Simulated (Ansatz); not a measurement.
# Direct or indirect: GaAs (F-43m)

```cif
data_structure
_symmetry_space_group_name_H-M 'F-43m'
_symmetry_Int_Tables_number 216
_cell_length_a 5.6537
_cell_length_b 5.6537
_cell_length_c 5.6537
_cell_angle_alpha 90.000
_cell_angle_beta 90.000
_cell_angle_gamma 90.000
_cell_volume 180.72
loop_
_atom_site_label
_atom_site_type_symbol
_atom_site_symmetry_multiplicity
_atom_site_Wyckoff_symbol
_atom_site_fract_x
_atom_site_fract_y
_atom_site_fract_z
_atom_site_occupancy
As1 As 4 c 0.25000 0.25000 0.25000 1
Ga1 Ga 4 a 0.00000 0.00000 0.00000 1
```

Method: Ansatz, PBE, independent particles, without spin-orbit coupling, line width 0.1 eV (Gaussian). The band structure gives a fundamental gap of 0.51 eV. The spectrum of vertical transitions near the edge:

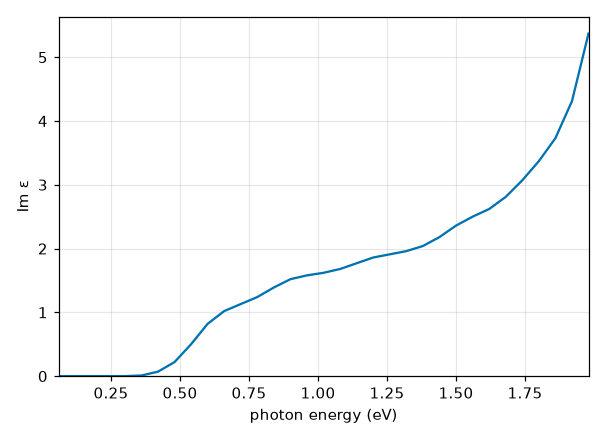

Question: Is the gap direct or indirect, and about where do vertical transitions set in?

Answer: Direct: the band path has its least direct gap at the fundamental one, 0.51 eV, and the curves rise from there. Lines are broadened by 0.1 eV, which spreads the edge.

[Logs are printed without paths, hosts, clocks, repeated set-up lines and the standing remarks that a program may print on its own settings, such as how far it seeks lower states.]
